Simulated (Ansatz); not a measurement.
Take GaN in the wurtzite structure (space group P6_3mc, No. 186; a = 3.183 Å, c = 5.186 Å) as the base.

The change: 0.318 electrons added to each cell, a density of 7.0×10^21 cm⁻³, with a uniform compensating background at fixed cell and a 300 K Fermi–Dirac width.

All numbers come from PBEsol, PAW, 420 eV (Ansatz, a first-principles code; no spin-orbit coupling), earlier PAW set.

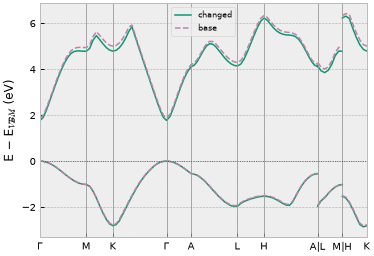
Figure. Highest valence and lowest conduction band along the path, each from its own valence-band maximum

The gap is 1.77 eV, direct at Γ; the base has 1.88 eV.

Charged cell with a jellium background: band edges are those of the host's band count, energies are not comparable with the neutral cell, and many-body gap narrowing is missing. No phonon test of stability was made.
